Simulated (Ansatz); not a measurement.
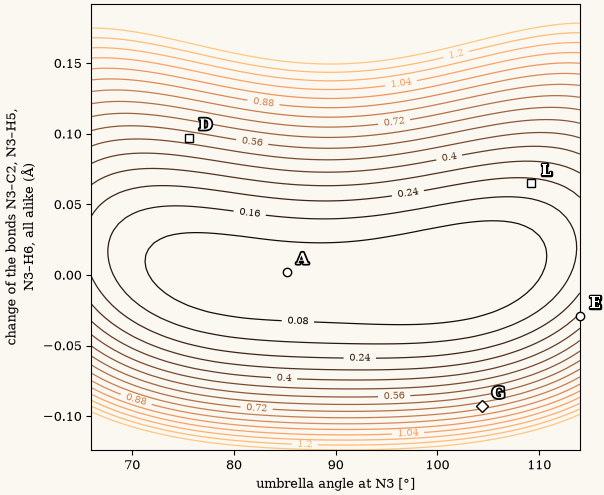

CH3N2, SMILES [N]=CN, spin multiplicity 2. 
- The first coordinate is: umbrella angle at N3 (between each of its bonds and their common axis; 90 is planar); the second: change of the bonds N3–C2, N3–H5, N3–H6, all alike.
- Nothing is relaxed (all other coordinates rigid).
- Grid: 11 × 11 points.
- Points are written as (first, second).
- All energies are given in eV relative to the relaxed molecule at the same level.
- All numbers below come from UKS CAM-B3LYP-D4/def2-TZVP (Ansatz).

Drawn: contour lines labelled in eV (none above 1.28), lettered points. Between grid points the surface is interpolated.

> Is L the lowest point of the computed grid?

No. L lies 0.22 eV above the lowest grid point, which is at (99.6°, 0.002 Å).

> What kind of point is each of A, D, G, L: minimum, saddle, maximum or slope?

A: saddle point; D: on a slope; G: on a slope; L: on a slope. (In these two coordinates alone; a stationary point may lie a little off the grid point.)
